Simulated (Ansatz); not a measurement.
AlBrH₃NO

Input

```
crystal:
  periodic: [false, false, false]
  atoms:
    - { symbol: Al, position_ang: [0.341035, 0.174188, -0.042108] }
    - { symbol: Br, position_ang: [1.718592, -1.617155, 0.695788] }
    - { symbol: "N", position_ang: [-1.253782, -0.54837, 0.09735] }
    - { symbol: H, position_ang: [-1.096503, -1.499747, 0.444801] }
    - { symbol: O, position_ang: [0.805762, 1.735671, -0.548578] }
    - { symbol: H, position_ang: [-2.232041, -0.310743, -0.057468] }
    - { symbol: H, position_ang: [1.717038, 2.066056, -0.589885] }
basis:
  gaussian: { orbitals: def2-SVP }
hamiltonian:
  xc: blyp
relax:
  f_tol: 0.03
  max_steps: 50
output:
  orbitals: {}
```

Run with:

```sh
ansatz run input.yaml --threads 2 --pin off --max-ram 3072MiB --backend cpu --events-out ev --progress --plain --runs-dir out
```

The fields are those of the relaxed geometry.

Computed with RKS BLYP/def2-SVP (Ansatz).

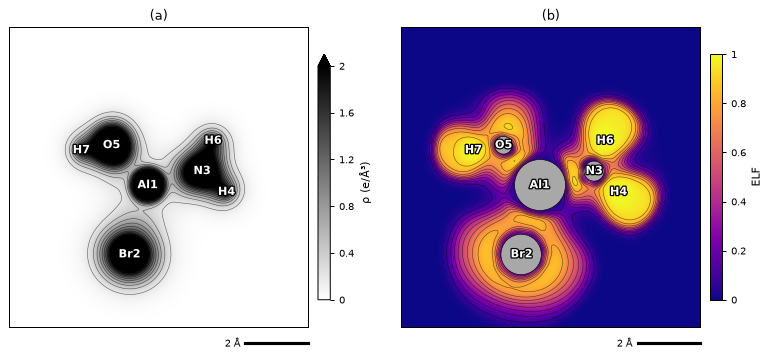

Figure 1. (a) total electron density; (b) ELF on the molecular plane. Grey discs cover the atomic cores in the ELF map.

> Describe what can be read from this map.

The section cuts through Al, Br, N, H and O sites. Al–O (1.72 Å): the density is about 0.8 e/Å³ at the midpoint; the ELF peaks at about 0.90 in the valence shell of O, 0.6 Å from its nucleus, and is about 0.40 at the midpoint. Al–N (1.77 Å): ρ at the midpoint is about 0.83 e/Å³; the ELF peaks at about 0.90 in the valence shell of N, 0.7 Å from its nucleus, and is about 0.60 at the midpoint. Al–Br (2.29 Å): ρ is about 0.61 e/Å³ halfway; the ELF peaks at about 0.85 in the valence shell of Br, 1.1 Å from its nucleus, and is about 0.85 at the midpoint. O–H (0.97 Å): the density is about 3.5 e/Å³ at the midpoint; the ELF climbs to about 1 towards the hydrogen, as it does in any bond to H; a covalent bond by its length. N–H (1.02 Å): ρ is about 2.7 e/Å³ halfway; the ELF climbs to about 1 towards the hydrogen (an ordinary covalent bond to hydrogen). The ELF also peaks beside Br2 and O5, away from the bonds: lone-pair regions.

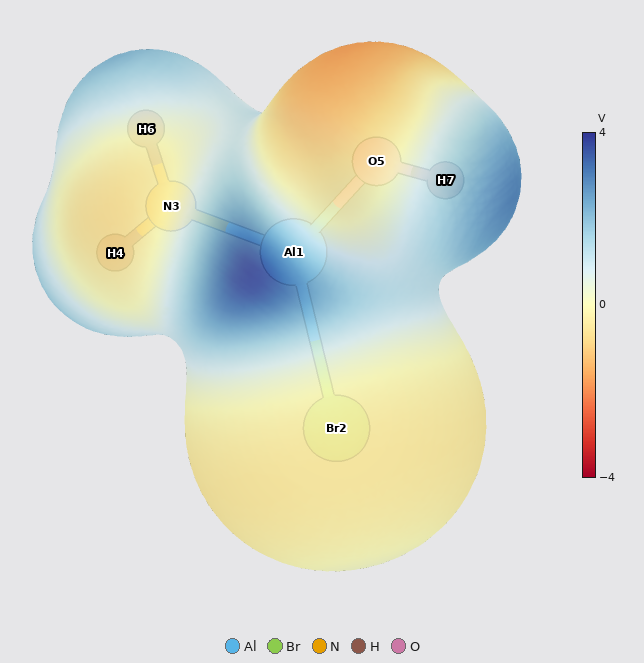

Figure 2. The molecular electrostatic potential painted on the density surface at 0.004 e/bohr³, seen at a tilt; the colour scale runs from red (negative) to blue (positive).

> Describe the electrostatic potential map.

The most negative region (about −1.6 V) lies over O5, the most positive (about +3.7 V) over Al1. Br2 shows a σ-hole: about +0.2 V at the tip opposite its bond, against about −0.4 V on its flanks. O5 is the likeliest acceptor of a hydrogen bond.

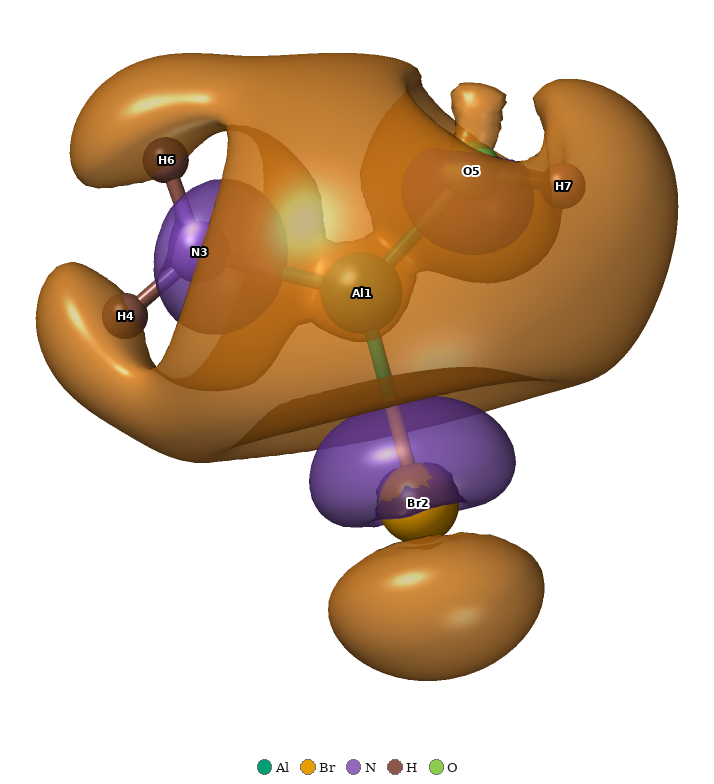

Figure 3. The LUMO at ±0.06 Å⁻³ᐟ² (orange and purple are the two phases), seen across its widest extent.

> What is the character of this orbital?

It lies mainly on Al1 (about 50 %), Br2 (about 20 %), O5 (about 10 %), N3 (about 10 %) and H7 (about 5 %); it is symmetric in the molecular plane (an in-plane orbital: σ, lone-pair or in-plane π type). Its energy is −1.06 eV.
